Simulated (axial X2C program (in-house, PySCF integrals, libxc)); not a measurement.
# IRu⁻: properties at the nuclei

Aim: properties at the nuclei of IRu⁻, with spin–orbit coupling in the Hamiltonian from the start.

Computed with an in-house X2C program for linear molecules on PySCF integrals. Level: two-component X2C with atomic mean-field terms, I dyall-acv3z, Ru dyall-acv3z.

All values are calculated.

**1. The job**

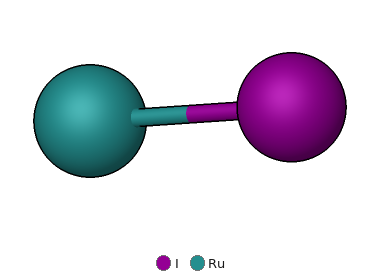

The two atoms at 2.580 Å (iodine purple, ruthenium teal).

Contents of task.json:

```json
{"zs": [53, 44], "q": -1, "bas": ["dyall-acv3z", "dyall-acv3z"], "r0": 2.58, "levels": ["PBE0", "HF", "B3LYP", "r2SCAN", "BP86"], "nst": 3}
```

Keys: zs atomic numbers; q charge; bas basis sets; r0 starting distance in Å; levels methods (HF also brings MP2); nst determinants followed.

Started as:

```bash
$ python soeom.py task.json out
```

Nuclei are Gaussian, cores are contracted, and the Gaunt term is on.

**2. Expectation values, lowest determinant**

R = 2.778 Å. State: Ω = 4 (excess of +ω over −ω: ω = 3/2, ω = 5/2).

Output of the PBE0 run:

```text
two-component X2C + atomic mean field  PBE0
basis functions 299  fitting functions 1421  grid points 5803
iter        total energy     max residual
   1     -11640.725449717     3.50e-05
   2     -11640.725449730     3.23e-05
   3     -11640.725449743     1.15e-05
   4     -11640.725449746     5.98e-06
converged
one-electron -16893.39090582  Coulomb 5132.43820011  exact exchange -78.18754699  xc functional -239.23848101  nuclear repulsion 444.21931457  atomic mean-field constant -6.56603061
```

The highest occupied spinor is 52% Ru s, 27% Ru p, 11% I p.

```csv
level,Eeff magnitude (GV/cm),Ws magnitude I (kHz),A∥/gI I (MHz),qzz I (a.u.),A∥/gI Ru (MHz),qzz Ru (a.u.)
PBE0,6.61,0.479,43.9,2.22,481,-0.98
HF,4.68,0.247,22.6,1.60,289,-1.94
B3LYP,6.95,0.526,50.7,2.23,484,-0.75
r2SCAN,7.7,0.61,54.9,2.08,472,-0.93
BP86,6.76,0.539,49.6,2.11,513,-0.55
```

Eeff is the effective electric field on the electron dipole moment in this Ω state and Ws the scalar–pseudoscalar constant (defined with the proton number Z and per Ω); A∥ is the parallel hyperfine constant, which follows by multiplying with the nuclear g factor gI = μI/(I μN); qzz is the electric field gradient, eQq0 = 234.96 MHz × Q/barn × qzz. The operators were transformed with the bare-nucleus X2C matrices.

**3. Expectation values, a higher determinant**

R = 2.778 Å. State: Ω = 5 (excess of +ω over −ω: 2 × ω = 1/2, ω = 3/2, ω = 5/2), 0.13 eV above the lowest in the PBE0 search for states (made at or near this distance, with looser thresholds).

Output of the PBE0 run:

```text
two-component X2C + atomic mean field  PBE0
basis functions 299  fitting functions 1421  grid points 5803
iter        total energy     max residual
   1     -11640.720727478     2.20e-05
   2     -11640.720727478     6.98e-06
converged
one-electron -16894.54647050  Coulomb 5133.61823463  exact exchange -78.19361575  xc functional -239.25215982  nuclear repulsion 444.21931457  atomic mean-field constant -6.56603061
```

The highest occupied spinor is 51% Ru s, 27% Ru p, 11% I p.

```csv
level,Eeff magnitude (GV/cm),Ws magnitude I (kHz),A∥/gI I (MHz),qzz I (a.u.),A∥/gI Ru (MHz),qzz Ru (a.u.)
PBE0,5.92,0.361,52.2,2.20,592,-0.23
HF,3.85,0.162,23.9,1.39,404,-0.53
B3LYP,6.28,0.394,58.9,2.19,600,-0.16
r2SCAN,6.83,0.449,66.7,1.92,629,-0.29
BP86,6.07,0.405,68.1,2.28,637,-0.18
```

**4. Expectation values, a higher determinant**

R = 2.778 Å. State: Ω = 2 (excess of +ω over −ω: 2 × ω = 1/2, ω = -3/2, ω = 5/2), 0.27 eV above the lowest in the PBE0 search for states (made at or near this distance, with looser thresholds).

Output of the PBE0 run:

```text
two-component X2C + atomic mean field  PBE0
basis functions 299  fitting functions 1421  grid points 5803
iter        total energy     max residual
   1     -11640.715677284     6.16e-05
   2     -11640.715677304     4.47e-05
   3     -11640.715677366     2.19e-05
   4     -11640.715677373     1.66e-05
   5     -11640.715677379     6.31e-06
converged
one-electron -16894.34975348  Coulomb 5133.44568315  exact exchange -78.19648778  xc functional -239.26840322  nuclear repulsion 444.21931457  atomic mean-field constant -6.56603061
```

The highest occupied spinor is 46% Ru s, 28% Ru p, 13% I p.

```csv
level,Eeff magnitude (GV/cm),Ws magnitude I (kHz),A∥/gI I (MHz),qzz I (a.u.),A∥/gI Ru (MHz),qzz Ru (a.u.)
PBE0,5.91,0.924,109,2.49,719,-4.64
HF,3.89,0.485,59.2,1.55,329,-4.75
B3LYP,6.24,0.993,119,2.50,767,-4.55
r2SCAN,6.56,1.07,117,2.45,732,-4.64
BP86,6.05,1.02,122,2.83,835,-4.58
```

**5. Summary of results**

| quantity | value |
| --- | --- |
| lowest determinant | Ω = 4 (excess of +ω over −ω: ω = 3/2, ω = 5/2) |
| Eeff magnitude (GV/cm), PBE0 | 6.61 |
| Ws magnitude I (kHz), PBE0 | 0.479 |
| A∥/gI I (MHz), PBE0 | 43.9 |
| qzz I (a.u.), PBE0 | 2.22 |
| higher determinant | Ω = 5 (excess of +ω over −ω: 2 × ω = 1/2, ω = 3/2, ω = 5/2) |
| Eeff magnitude (GV/cm), PBE0, higher determinant | 5.92 |
| Ws magnitude I (kHz), PBE0, higher determinant | 0.361 |
| A∥/gI I (MHz), PBE0, higher determinant | 52.2 |
| qzz I (a.u.), PBE0, higher determinant | 2.20 |
| higher determinant | Ω = 2 (excess of +ω over −ω: 2 × ω = 1/2, ω = -3/2, ω = 5/2) |
| Eeff magnitude (GV/cm), PBE0, higher determinant | 5.91 |
| Ws magnitude I (kHz), PBE0, higher determinant | 0.924 |
| A∥/gI I (MHz), PBE0, higher determinant | 109 |
| qzz I (a.u.), PBE0, higher determinant | 2.49 |

What this shows: In the first state, the effective field runs from 4.68 to 7.7 GV/cm over the mean-field levels. The expectation values come from single determinants, which for open shells can mix terms of unlike spin or miss the lowest Ω, so a determinant need not be a state. Eeff is the effective electric field on the electron dipole moment in this Ω state and Ws the scalar–pseudoscalar constant (defined with the proton number Z and per Ω); A∥ is the parallel hyperfine constant, which follows by multiplying with the nuclear g factor gI = μI/(I μN); qzz is the electric field gradient, eQq0 = 234.96 MHz × Q/barn × qzz. The operators were transformed with the bare-nucleus X2C matrices.
